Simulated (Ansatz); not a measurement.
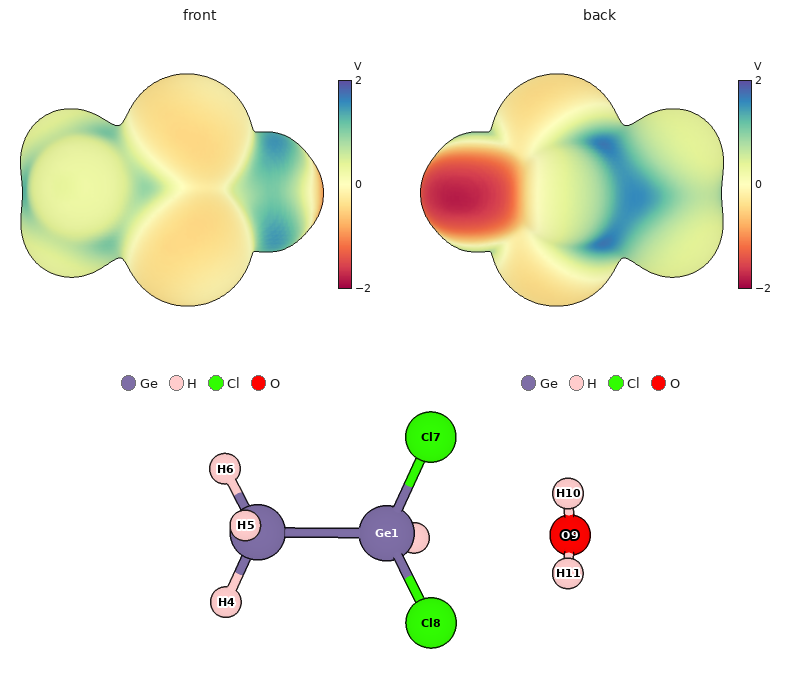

Cl₂Ge₂H₄···H₂O. The molecular electrostatic potential painted on the density surface at 0.001 e/bohr³, seen from the front and from behind; the colour scale runs from red (negative) to blue (positive). The bare structure is drawn below in the same view.

All numbers below come from Ansatz, RHF/def2-SVP.

```yaml
atoms:
  - { symbol: Ge, position_ang: [0.4334, -0.0506, 0.0668] }
  - { symbol: H, position_ang: [0.3525, -0.0813, 1.5821] }
  - { symbol: Ge, position_ang: [2.6336, 0.0455, -1.0059] }
  - { symbol: H, position_ang: [3.4251, -1.2080, -0.6224] }
  - { symbol: H, position_ang: [2.4202, 0.1023, -2.5183] }
  - { symbol: H, position_ang: [3.3669, 1.2990, -0.5203] }
  - { symbol: Cl, position_ang: [-0.7133, 1.6682, -0.6242] }
  - { symbol: Cl, position_ang: [-0.5893, -1.8203, -0.6877] }
  - { symbol: O, position_ang: [-2.7071, -0.1960, 1.5657] }
  - { symbol: H, position_ang: [-2.8632, 0.5556, 1.0129] }
  - { symbol: H, position_ang: [-2.8012, -0.9440, 0.9943] }
```

### Describe the electrostatic potential map.

The most negative region (about −1.8 V) lies over O9, the most positive (about +1.6 V) over Ge1 and Ge3. O9 is the likeliest acceptor of a hydrogen bond.
